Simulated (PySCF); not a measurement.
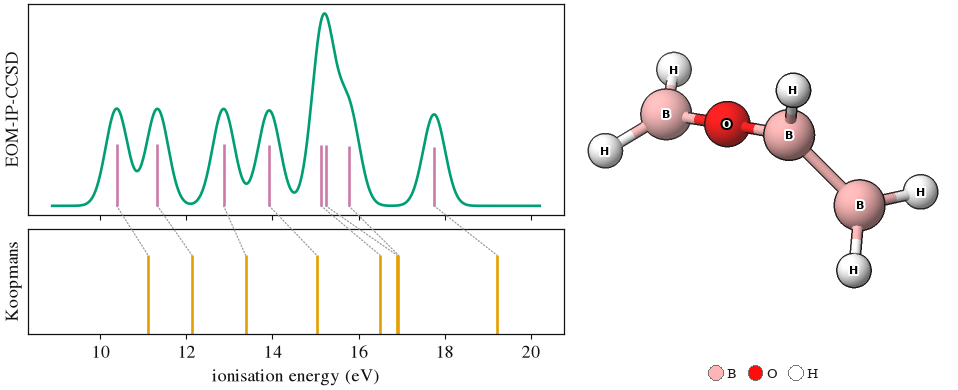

Valence photoelectron lines of B₃H₅O, SMILES BBOB: vertical EOM-IP-CCSD/aug-cc-pVDZ (frozen core, PySCF 2.14.0, at a PBE0-D3(BJ)/def2-SVP geometry (no frequency check); 8 lines, one for each of the 8 highest orbitals, so a line of a deeper orbital can be missing among them) above, Hartree-Fock orbital energies with the sign turned below, non-relativistic; dotted lines join each line to its leading orbital. Stick heights are one-hole weights (summed over degenerate lines), not cross-sections; Gaussian width 0.60 eV.

### What is the first vertical ionisation energy, and how far is Koopmans' value off?

10.38 eV from the HOMO; Koopmans gives 11.11 eV, 0.73 eV too high.

### Do correlation and relaxation change the order of the lines?

Not among these holes, which come in the order of the orbitals, HOMO, HOMO−1, HOMO−2, HOMO−3, HOMO−4, HOMO−5, HOMO−6, HOMO−7.

Caveats: small basis, so the lines can lie some tenths of an eV too low; one conformer of a flexible molecule.
